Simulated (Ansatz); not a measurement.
```yaml
atoms:
  - { symbol: Al, position_ang: [-0.8105, 0.5678, -2.3300] }
  - { symbol: Al, position_ang: [-1.1388, 2.7265, -0.6217] }
  - { symbol: F, position_ang: [0.3061, 0.7051, -3.5279] }
  - { symbol: F, position_ang: [-0.1567, 1.2080, -0.7637] }
  - { symbol: F, position_ang: [-1.7462, -0.7584, -2.0728] }
  - { symbol: F, position_ang: [-1.7926, 2.0862, -2.1880] }
  - { symbol: F, position_ang: [-0.2031, 4.0527, -0.8788] }
  - { symbol: F, position_ang: [-2.2555, 2.5891, 0.5761] }
```

Geometry: PBE0-D4/def2-SVP.

Theory: isolated molecule in a Gaussian basis; Kohn-Sham density functional theory, functional PBE0 (Ansatz 0.2.0).

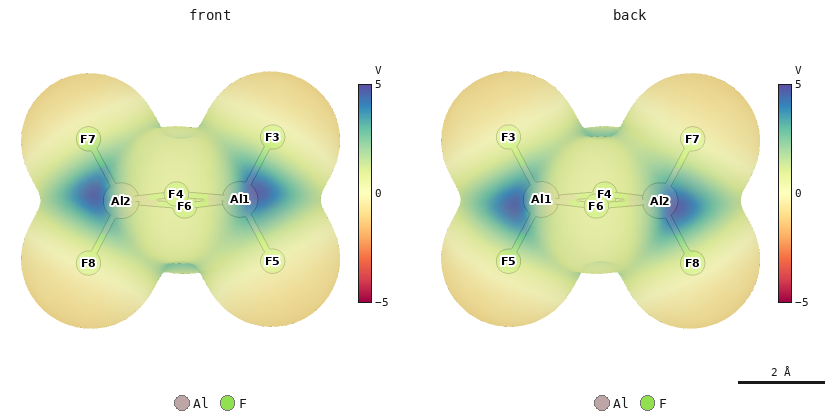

Al$_{2}$F$_{6}$. The electrostatic potential painted on the density surface at 0.002 e/bohr³, seen from the front and from behind; red is negative and blue positive.

### Which sites attract a positive test charge, and which a negative one?

A positive charge is drawn to the negative regions and a negative charge to the positive ones. The most negative region (about −0.9 V) lies over F3, F5, F7 and F8, the most positive (about +4.7 V) over Al1 and Al2.

### What dipole moment does the calculation give?

Its dipole moment is zero.
